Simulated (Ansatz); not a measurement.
## MoSe2: Mo → Ru

The parent structure is MoSe2 in the 2H-MoS2 type structure (space group P6_3/mmc, No. 194; a = 3.228 Å, c = 12.347 Å; layered, stacked along the Cartesian z axis).

Now apply this change: Ru takes the place of Mo on all its sites, then cell and atoms are relaxed.

Level of theory: Ansatz (a first-principles code) PBEsol-D3(BJ), no spin-orbit coupling. Settings: 16×16×4 k-points, 0.05 eV Fermi–Dirac smearing, for the changed cell.

```
quantity                          base  changed      shift
-----------------------------  -------  -------  ---------
lattice parameter a            3.228 Å  3.351 Å   +0.123 Å
c/a ratio                        3.825    3.399    -0.4268
shortest interatomic distance  2.503 Å  2.464 Å  -0.0384 Å
band gap                       0.54 eV     zero          –
```

Final structure:

```
RuSe2
1.0
    3.35055     0.00000     0.00000
   -1.67527     2.90166     0.00000
    0.00000     0.00000    11.38685
Ru Se
2 4
Direct
  0.33333   0.66667   0.25000
  0.66667   0.33333   0.75000
  0.33333   0.66667   0.61593
  0.66667   0.33333   0.11593
  0.66667   0.33333   0.38407
  0.33333   0.66667   0.88407
```

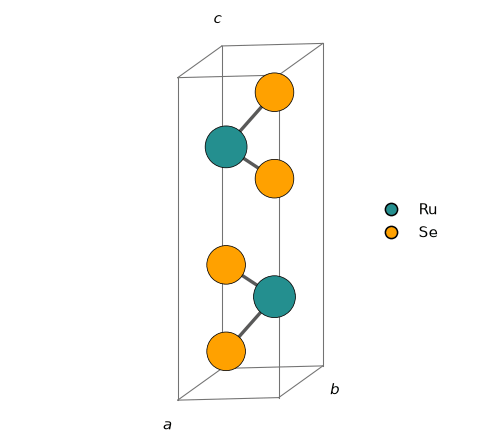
The relaxed conventional cell after the change

Whether these cells are dynamically stable was not tested. As relaxed here, RuSe2 is a hypothetical phase, not in the database extracts checked. All final runs are without spin polarisation. RuSe2 has a high density of states at the Fermi level and may be magnetic at this level.
